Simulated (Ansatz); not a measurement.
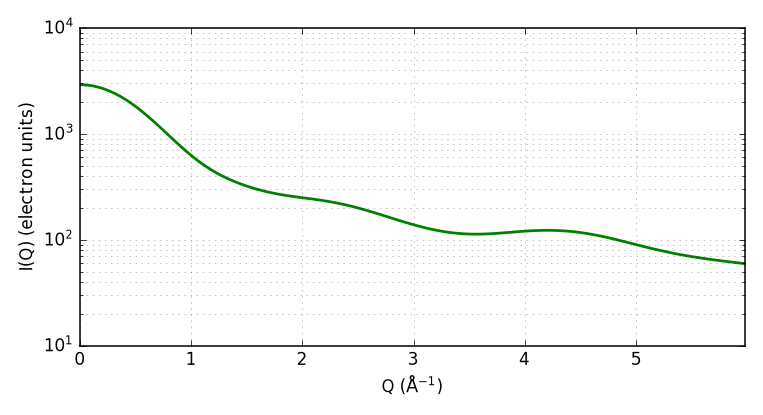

Elastic X-ray scattering of a randomly oriented, rigid molecule, calculated with the Debye equation from neutral-atom form factors (independent atoms, no Compton part, no vibration). The geometry is the end point of an optimisation (RKS PBE0/6-31G (Ansatz 0.2.0)); it may be a saddle point or a higher isomer. It contains Si, N, H, F.

How many electrons does the independent-atom model of the molecule hold?

Answer. I(0) is the square of the electron number: I(0) = 2910, so about 54 electrons, the count of FH10N3Si.

What radius of gyration does the initial fall-off give?

Answer. From I(Q) ≈ I(0) exp(−Q²R²/3) at small Q, R ≈ 2.42 Å. It is larger than the electron-weighted radius of the nuclear positions alone (2.31 Å), because each atom's electron cloud adds to it.
